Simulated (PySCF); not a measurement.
Mg(SH)(SeH), H2MgSSe, SMILES [SH][Mg][SeH] at its CAM-B3LYP/def2-SVP optimised geometry (Å):

```
5

Mg     0.0682    -0.7136     0.0000
S      2.3630    -0.7583     0.0423
H      2.4727    -0.7171    -1.3040
Se    -2.3457    -0.7136     0.0000
H     -2.3630     0.7583     0.0000
```

Method: CAM-B3LYP/def2-TZVP in PySCF 2.14.0. Cells within 0.4 Å of a nucleus heavier than hydrogen are left out (blank, or x).

Map of the Laplacian of the electron density (e/bohr⁵), clipped to [-1.50, 1.50] on the plane z = 0.0 Å:

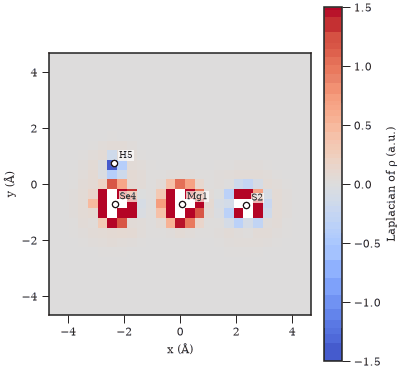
Figure. Laplacian of the electron density (e/bohr⁵), clipped to [-1.50, 1.50] on the plane z = 0.0 Å.
